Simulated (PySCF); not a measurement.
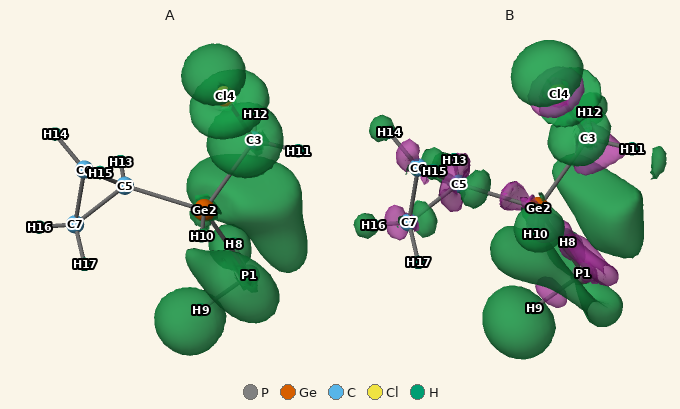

*C4H10ClGeP, SMILES `[PH2][GeH]([CH2]Cl)[CH]1CC1`. The Fukui function f⁺ from two separate SCF calculations and the density of the LUMO, at ±0.015 e/Å³ (green positive, purple negative).*

Level of theory: B3LYP/def2-SVP (PySCF), at a geometry from GFN2-xTB. No frequency check shows the geometry to be a minimum. GFN2-xTB bond lengths at metals and heavier atoms can be off by up to 0.1 Å and shapes distorted, which carries into these values.

**Which panel is which, and how good is the frozen-orbital picture?**

B is f⁺ (it has negative regions), A the LUMO density. The LUMO lies on P1 (23 %), Cl4 (18 %) and C3 (16 %); f⁺ (Hirshfeld-condensed) is largest on P1 (0.18), Cl4 (0.15) and H9 (0.12); the vertical electron affinity is −2.20 eV (the stability of the anion's solution wasn't checked; negative, but this basis has no diffuse functions, so it doesn't show that the anion is unbound). Relaxation shifts 22 % of the electron between atoms. The orbital energy is 0.43 eV.

The PySCF run took 6 min on 1 thread of AMD EPYC (Zen 3) (shared host), peak memory 1 GiB.
